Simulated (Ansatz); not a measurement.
A series of calculations on C₂H₅N

### Relaxation

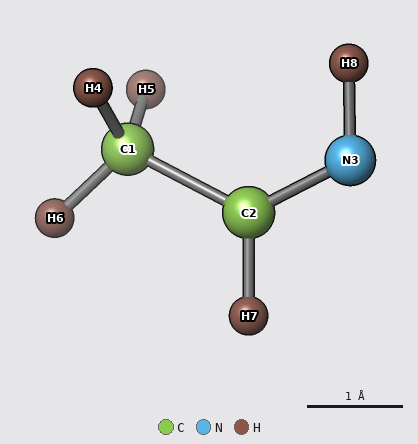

Starting structure of C2H5N. Style: ball-and-stick. Shown at a tilt.

These are results of RKS PBE0-D4/def2-TZVP (Ansatz 0.2.0), not measurements.

The input:
```yaml
crystal:
  periodic: [false, false, false]
  atoms:
    - {symbol: C, position_ang: [-0.487710, 0.621430, -0.279750]}
    - {symbol: C, position_ang: [0.595010, -0.150180, 0.417120]}
    - {symbol: N, position_ang: [0.781840, -1.388770, 0.399800]}
    - {symbol: H, position_ang: [-0.429050, 0.448960, -1.354470]}
    - {symbol: H, position_ang: [-1.463530, 0.270820, 0.056450]}
    - {symbol: H, position_ang: [-0.408110, 1.686920, -0.087020]}
    - {symbol: H, position_ang: [1.303890, 0.427300, 1.004210]}
    - {symbol: H, position_ang: [0.107670, -1.916480, -0.156340]}
basis:
  gaussian: {orbitals: def2-TZVP}
hamiltonian: {xc: pbe0, dispersion: d4}
relax: {f_tol: 0.005, max_steps: 200}
```

Predict the outcome.

H4 moves most after the best rigid fit: 0.65 Å. By element the largest moves are H 0.65 Å, N 0.19 Å, C 0.15 Å. Some distances before and after: C2–N3 1.253 → 1.263 Å, C2–H7 1.087 → 1.095 Å, C1–C2 1.501 → 1.493 Å, C1–H4 1.090 → 1.094 Å. Bond angles that change, for instance: C2–N3–H8 114.8° → 110.6°, H4–C1–H6 109.0° → 106.6°. Groups turn about C1–C2 by about 60°. Over 21 accepted moves (26 points after the start) the energy falls by 1.92 kcal/mol. The largest force component goes from 0.8 to 0.00086 eV/Å. The line search rejected the trial steps at points 4, 12, 15, 18, 21 of the run. The forces were under the threshold at step 5, but the run went on from there.

The structure at the end:

```xyz
8

C    -0.4755    0.5919   -0.3096
C     0.6647   -0.1695    0.2814
N     0.7077   -1.3960    0.5793
H    -0.1773    1.0434   -1.2608
H    -1.3430   -0.0493   -0.4780
H    -0.7648    1.4149    0.3510
H     1.5703    0.4150    0.4772
H    -0.1820   -1.8503    0.3595
```

After the run, drawn alike:

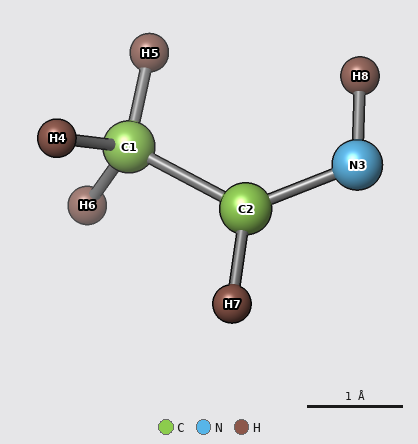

### A change

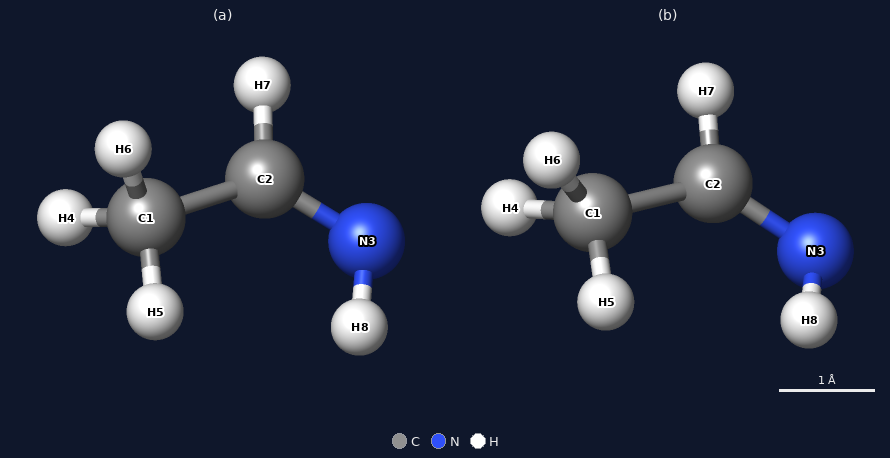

Left: C₂H₅N. Right: the same structure after one change, at the same scale. A ball-and-stick model, seen at a tilt.

All numbers below come from RHF-CCSD(T), frozen core/def2-TZVPP in Ansatz. 

Which change leads from the left to the right?

All atoms are moved at random (σ = 0.12 Å) from the PBE0-D4/def2-TZVP minimum.

How do the computed properties respond?

The energy rises by 105.4 kJ/mol. The largest force is 4 eV/Å, on H7. The forces point partly back along the displacements (cosine −0.62). At other levels of theory the same distortion costs 101.5 kJ/mol (RKS PBE-D4/def2-TZVPP), 107.5 kJ/mol (RKS r2SCAN-D4/def2-TZVPP), 109.2 kJ/mol (RKS PBE0-D4/def2-TZVPP), 109.1 kJ/mol (RKS wB97M-V/def2-TZVPP). Among the bonded contacts that change: C2–H7 1.095 → 1.008 Å, C1–H4 1.094 → 1.167 Å, C1–H6 1.094 → 1.145 Å, N3–H8 1.023 → 0.972 Å. Among the angles between lasting bonds that change: C2–C1–H6 110.3° → 129.0°, H5–C1–H6 109.0° → 91.8°.

### Distortion

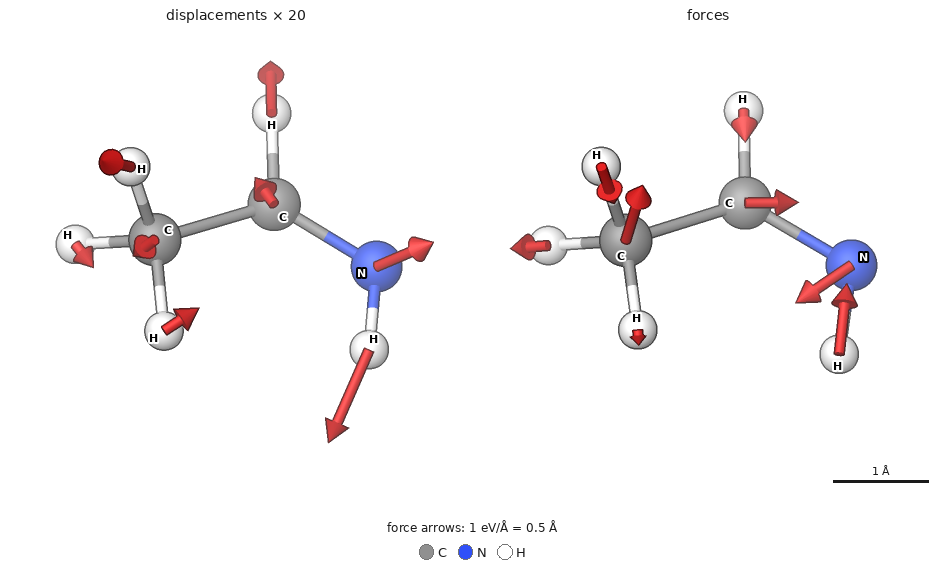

Left: C$_{2}$H$_{5}$N, with red arrows for the displacements applied to it. Right: the displaced structure with the computed forces. The picture is a ball-and-stick view, seen at a tilt.

The calculation used RHF-CCSD(T), frozen core/def2-TZVPP (Ansatz 0.2.0). 

### How do the forces relate to the distortion?

All atoms are moved at random (σ = 0.02 Å) from the PBE0-D4/def2-TZVP minimum. It costs 10.8 kJ/mol. The largest force is 1.9 eV/Å, on a C atom. The forces point partly back along the displacements (cosine −0.70). At other levels of theory the same distortion costs 8.75 kJ/mol (RKS PBE-D4/def2-TZVPP), 12.7 kJ/mol (RKS r2SCAN-D4/def2-TZVPP), 14.5 kJ/mol (RKS PBE0-D4/def2-TZVPP), 14.5 kJ/mol (RKS wB97M-V/def2-TZVPP). Near-neighbour distances before and after: H–N 1.023 → 1.070 Å, C–H 1.094 → 1.064 to 1.140 Å, C–N 1.263 → 1.297 Å, C–C 1.493 → 1.499 Å. Among the angles between lasting bonds that change: H–C–H 109.0° → 106.8°.

### Distortion

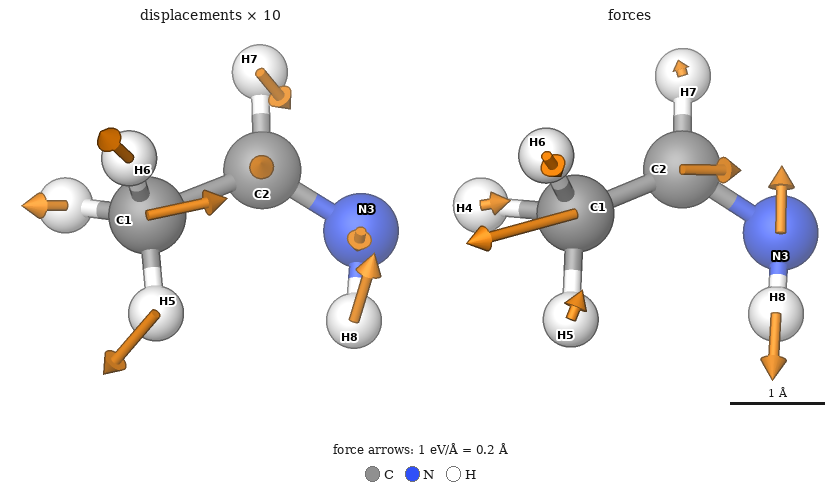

Left: C$_{2}$H$_{5}$N, with orange arrows for the displacements applied to it. Right: the displaced structure with the computed forces. Style: ball-and-stick. Shown at a tilt.

Method: Ansatz, RKS PBE-D4/def2-TZVPP. 

Q: Describe the distortion and the response.

A: All atoms are moved at random (σ = 0.06 Å) from the PBE0-D4/def2-TZVP minimum. Energy change: +66.9 kJ/mol. The largest force is 7 eV/Å, on C1. The forces point partly back along the displacements (cosine −0.67). At other levels of theory the same distortion costs 70.8 kJ/mol (RKS r2SCAN-D4/def2-TZVPP), 71.9 kJ/mol (RKS PBE0-D4/def2-TZVPP), 75.6 kJ/mol (RKS wB97M-V/def2-TZVPP), 74.7 kJ/mol (RHF-CCSD(T), frozen core/def2-TZVPP). Among the bonded contacts that change: C1–H6 1.094 → 1.204 Å, C1–C2 1.493 → 1.387 Å, C1–H4 1.094 → 1.170 Å, C1–H5 1.092 → 1.164 Å. Bond angles that change, for instance: H4–C1–H5 109.0° → 98.9°, H4–C1–H6 106.6° → 98.6°.
